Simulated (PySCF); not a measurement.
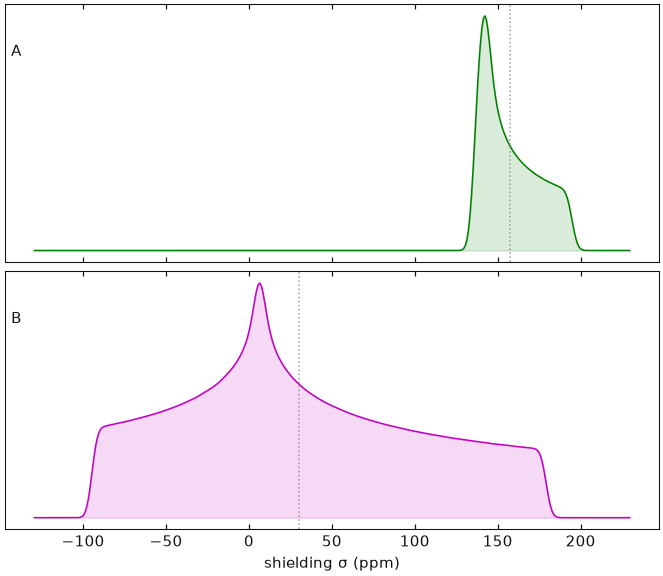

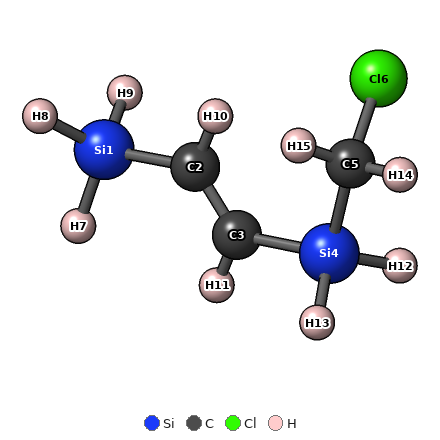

Static powder patterns (¹³C) from GIAO shielding tensors of C₃H₉ClSi₂, SMILES [SiH3]/C=C/[SiH2]CCl, PBE0/pcSseg-1 in PySCF 2.14.0, at a GFN2-xTB geometry (no frequency check); absolute shielding, one fixed geometry of the isolated molecule without any motion, no dipolar terms. The dotted line is the isotropic value; skew is 3(σiso − σ22)/span.

Question: The panels belong to C2 and C5. Which is which?

Answer: panel A: C5, σ11, σ22, σ33 = 136, 142, 195 ppm, isotropic 158, span 59 ppm, skew 0.77; panel B: C2, σ11, σ22, σ33 = −95, 6, 179 ppm, isotropic 30, span 274 ppm, skew 0.26.

Note: the tight-binding geometry is rougher than a DFT one and adds to the error; one conformer of a flexible molecule.
